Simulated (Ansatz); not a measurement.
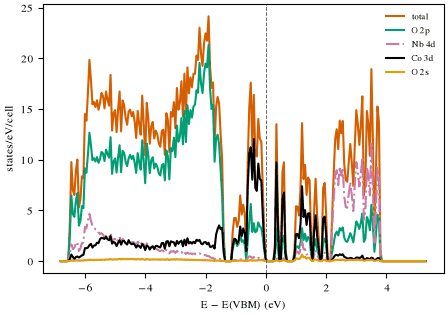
Figure. Total and projected density of states of Co₂Li₃Nb₃O₁₂ in space group P1 (No. 1; Pearson symbol aP20), the program Ansatz at the PBE level (PAW)

Question: Which orbitals carry the states next to the gap?

Answer: Top 1 eV of the valence band: Co 3d 66 %, O 2p 29 %. Bottom 1 eV of the conduction band: Co 3d 60 %, O 2p 25 %, Nb 4d 10 %. Projections are on Löwdin-orthogonalised atomic valence shells; empty p or d shells of many metals are not among them.

Question: Where is the tallest occupied peak in this window, and what makes it?

Answer: Near -1.9 eV, about 24 states/eV per cell; the largest projected share is O 2p.

The start of the workflow was typed in or built on a structure type; neither database checked (COD, Materials Project) lists it. Its standing as an ambient phase is unchecked. Symmetry was held in the PBE relaxation; whether a distortion lowers the energy is not shown. The final state is ferromagnetic, chosen from 2 collinear starts compared on coarse meshes (ties went to the first, and starts can fall back to one state), not a proven ground state. No Hubbard U is applied. Scalar-relativistic: spin–orbit coupling is off unless named, which matters more the heavier the elements.

Potentials: the later of the program's two PAW sets.
